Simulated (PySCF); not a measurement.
Excited-state calculation of C5H7GeN

System: C5H7GeN.
Method: TDDFT CAM-B3LYP/def2-SVPD, vertical, gas phase, core orbitals frozen in the response (PySCF 2.14.0).

The geometry comes from this level: PBE0-D3(BJ)/def2-SVP. It belongs to a series of runs on one base structure; here: H on C replaced by CN.

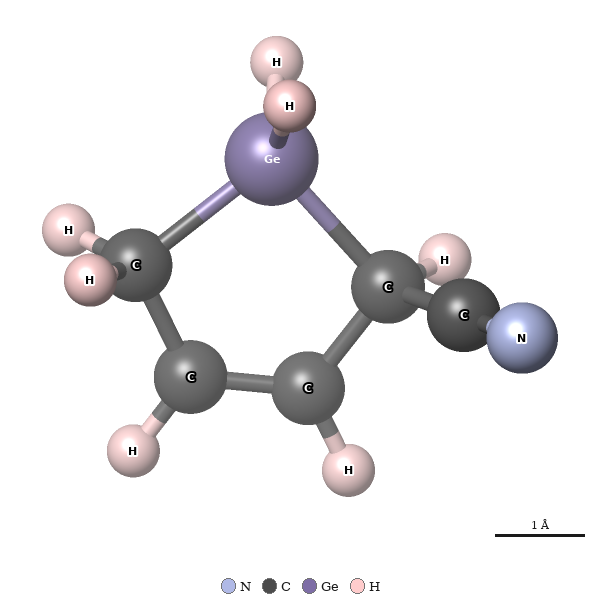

Fig. 1: The structure (ball-and-stick view, seen at a tilt). Sticks mark near contacts. Bond lengths as drawn: C–C 1.34 to 1.52 Å, C–Ge 1.97 to 2.00 Å, C–H 1.09 to 1.10 Å, C–N 1.16 Å and Ge–H 1.53 to 1.54 Å.

Input
```
{"job": {"kind": "uv", "xc": "CAM-B3LYP", "basis": "def2-SVPD", "ip": true}, "charge": 0, "multiplicity": 1}
N      2.950856     1.268846     0.943993
C      2.081690     0.923971     0.259044
C      0.975280     0.483750    -0.570246
C      0.742485    -1.011300    -0.492710
C     -0.405058    -1.487184     0.006951
C     -1.478222    -0.564722     0.509026
Ge    -0.788096     1.214010     0.036889
H      1.178152     0.803460    -1.606486
H      1.534944    -1.682535    -0.839733
H     -0.565010    -2.570120     0.062540
H     -2.454302    -0.774330     0.043419
H     -1.618724    -0.671708     1.597802
H     -0.646481     2.204372     1.199499
H     -1.527577     1.857521    -1.148302
```

The first line tells a small driver script what to run in PySCF; the rest is the geometry in Å.

Machine: 1 CPU thread, shared host.

Command:
```bash
OMP_NUM_THREADS=1 python <driver script> task.json out
```

Output
```
coarse grid: 55744 points
cycle   1  E = -2325.9239966931  dE =  3.522e-01  |g| = 6.253e-01  |ddm| = 6.485e+00
cycle   2  E = -2325.8217831506  dE =  1.022e-01  |g| = 9.702e-01  |ddm| = 1.927e+00
cycle   3  E = -2326.0035594478  dE = -1.818e-01  |g| = 1.464e-01  |ddm| = 1.248e+00
cycle   4  E = -2326.0072044093  dE = -3.645e-03  |g| = 5.175e-02  |ddm| = 2.233e-01
cycle   5  E = -2326.0076967248  dE = -4.923e-04  |g| = 5.186e-03  |ddm| = 9.117e-02
cycle   6  E = -2326.0077043794  dE = -7.655e-06  |g| = 2.021e-03  |ddm| = 1.610e-02
final grid: 117680 points
cycle   7  E = -2326.0076733351  dE = -4.897e-08  |g| = 2.154e-03  |ddm| = 1.018e-02
cycle   8  E = -2326.0076726552  dE =  6.799e-07  |g| = 2.730e-03  |ddm| = 7.830e-03
cycle   9  E = -2326.0076744874  dE = -1.832e-06  |g| = 2.957e-04  |ddm| = 4.353e-03
cycle  10  E = -2326.0076745078  dE = -2.037e-08  |g| = 9.477e-05  |ddm| = 4.914e-04
cycle  11  E = -2326.0076745096  dE = -1.852e-09  |g| = 1.595e-05  |ddm| = 1.363e-04
cycle  12  E = -2326.0076745098  dE = -1.342e-10  |g| = 5.779e-06  |ddm| = 8.695e-05
```

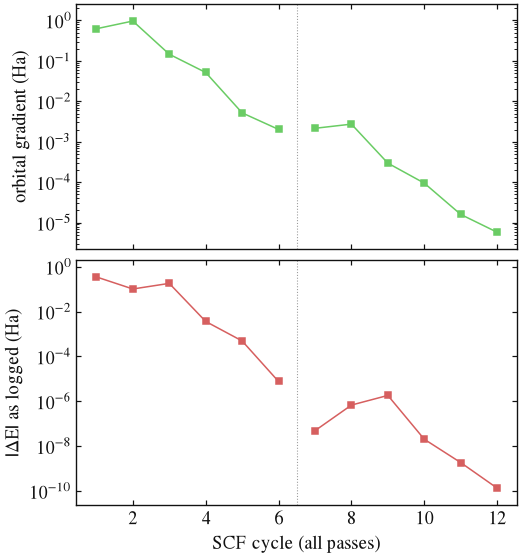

Fig. 2: Convergence of the self-consistent field: orbital gradient and size of the energy change against the SCF cycle. The dotted line marks the change from a coarse to the final integration grid. The first 6 cycles use a coarse grid, the final grid takes over at cycle 7, and the field converges after 12 cycles in all.

```
converged SCF energy = -2326.0076745098

Static polarisability (au): isotropic 88.252, principal 73.223 86.892 104.642

Singlet excitations
state   eV       nm        f      main configurations
  1   6.8358    181.4   0.06523   H->L 0.47, H-1->L 0.25
  2   7.0071    176.9   0.02947   H-1->L 0.43, H->L 0.31
  3   7.0616    175.6   0.03853   H->L+1 0.60, H->L+2 0.13, H->L+3 0.10
  4   7.3462    168.8   0.03291   H-1->L+1 0.22, H->L+2 0.17, H-1->L+4 0.14
  5   7.4098    167.3   0.00067   H->L+2 0.36, H->L+1 0.13
  6   7.5944    163.3   0.05639   H-2->L 0.17, H-1->L+1 0.15, H->L+2 0.15
  7   7.7162    160.7   0.00570   H->L+3 0.38, H-1->L+2 0.16
  8   7.7612    159.7   0.06614   H-1->L+2 0.36, H->L+2 0.09
  9   7.8555    157.8   0.00630   H-2->L 0.26, H-3->L 0.24, H->L+3 0.09
 10   7.8937    157.1   0.00636   H->L+4 0.19, H-1->L+3 0.18, H-2->L 0.16

Triplet excitations (Tamm-Dancoff, eV): 4.3188 6.0795 6.5228 6.6296
Vertical ionisation energy (delta-SCF) = 9.9009 eV
```

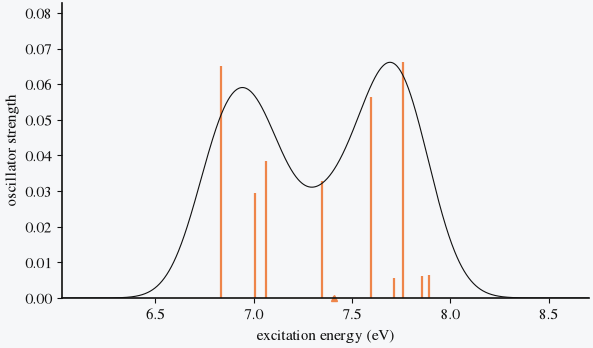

Fig. 3: Computed excitations as sticks (degenerate states added up, dark ones marked on the axis), with a Gaussian envelope of 0.35 eV full width at half maximum, scaled to the tallest. Of the 10 states the lowest lies at 6.84 eV (f = 0.065); the strongest line is at 7.76 eV, or 160 nm (f = 0.066).

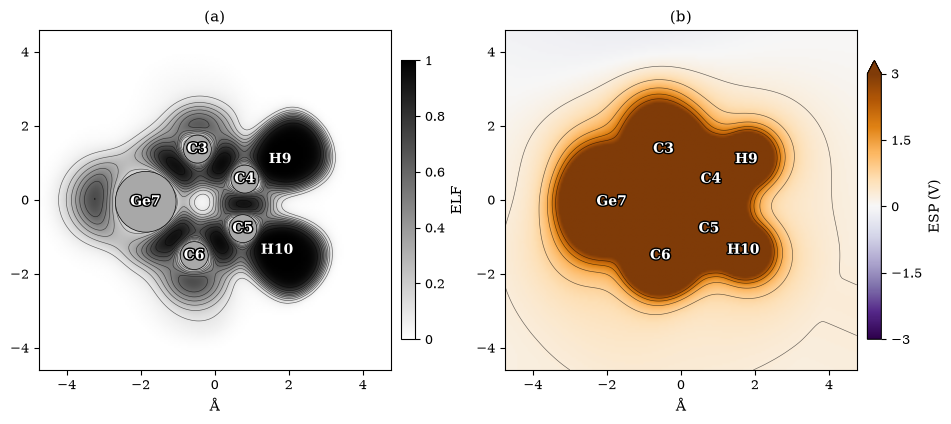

Fig. 4: (a) ELF; (b) molecular electrostatic potential on the plane of atoms C6, C5 and H10. Grey discs, where drawn, cover atomic cores. Atoms in the plane: C, Ge and H. C–C (1.34 Å): the ELF peaks at about 0.95 between the atoms (a double or triple bond). C–Ge (1.97 Å): the ELF peaks at about 0.95 in the valence shell of C, 0.7 Å from its nucleus, and is about 0.70 at the midpoint. C–C (1.50 Å): the ELF peaks at about 0.95 between the atoms, which marks a covalent bond. The potential has no marked negative region in this plane.

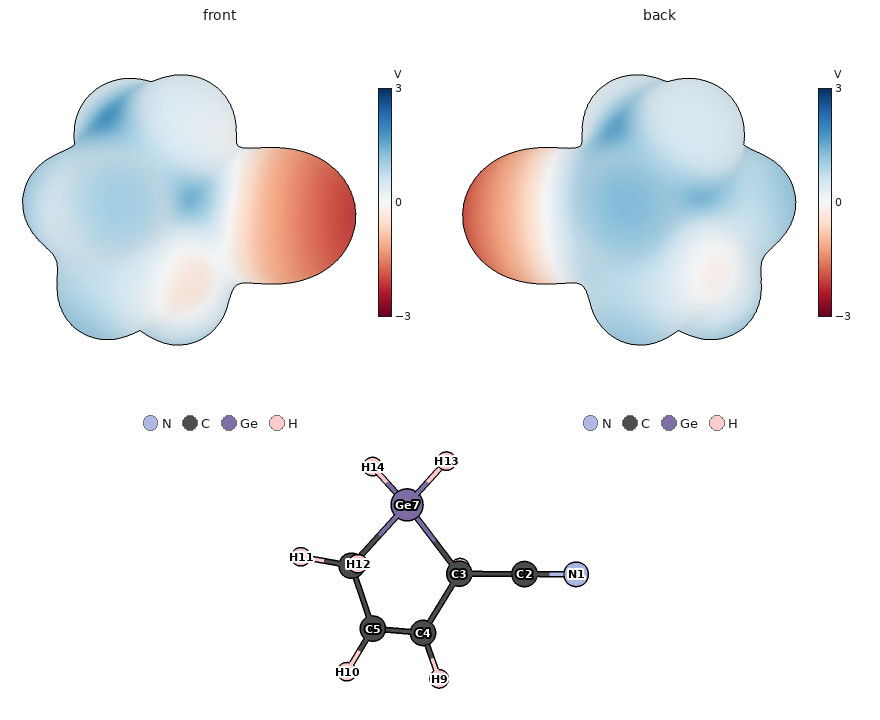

Fig. 5: The molecular electrostatic potential painted on the density surface at 0.002 e/bohr³, seen at a tilt and from behind; the colour scale runs from red (negative) to blue (positive). The bare structure is drawn below in the same view.

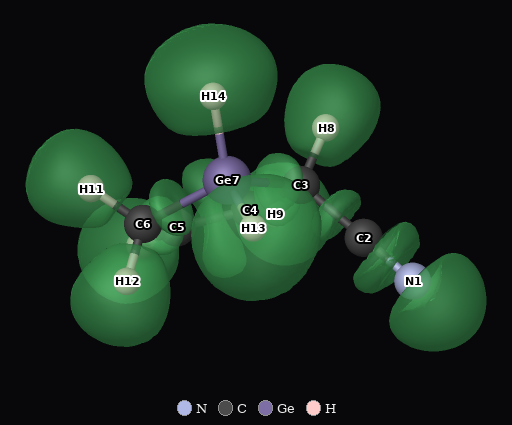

Fig. 6: Isosurface of the electron localisation function at 0.8 (green), seen from the side. Only the valence region is drawn (cores and ρ < 0.01 e/Å³ removed). Values along the shortest contacts: C–N (1.16 Å): the ELF peaks at about 0.85 between the atoms (a double or triple bond). C–C (1.34 Å): the ELF peaks at about 0.95 between the atoms (a double or triple bond).

Key numbers

```csv
quantity,value
outcome,converged
total energy,−2326.007675 hartree
HOMO,−9.17 eV
LUMO,0.69 eV
dipole moment,4.71 D
mean polarisability,88.25 a.u.
vertical ionisation energy,9.90 eV
lowest singlet excitation,6.84 eV
wall time,5.5 min
peak memory,1 GiB
```

Notes

Spin–orbit coupling is left out, which matters for the heavy atoms.
